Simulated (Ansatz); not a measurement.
The parent structure is PbTe in the rock salt structure (space group Fm-3m, No. 225; a = 6.5342 Å).

The change: S replaces 50.0 % of the Te, ordered in a cell of 8 atoms (starting symmetry C2/m) and fully relaxed.

Level of theory: DFT with r2SCAN, PAW potentials and a 500 eV plane-wave cutoff in Ansatz (an electronic-structure program), scalar-relativistic without spin-orbit coupling.

The zone is the changed cell's own and can be folded.

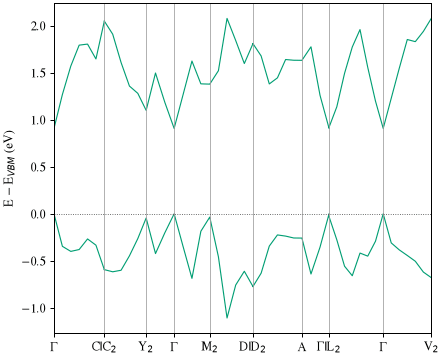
Fig. 1. Highest valence and lowest conduction band along the path of the changed cell's own zone

Q: From the figure, how large is the changed gap, and is it direct?

A: About 0.91 eV, direct at Γ.

These are small ordered cells, not random alloys; other orderings at the same x differ. With Pb and Te present, leaving out spin-orbit coupling can change the band edges. Whether these cells are dynamically stable was not tested. Labels are those of the standard path for the cell's own space group.
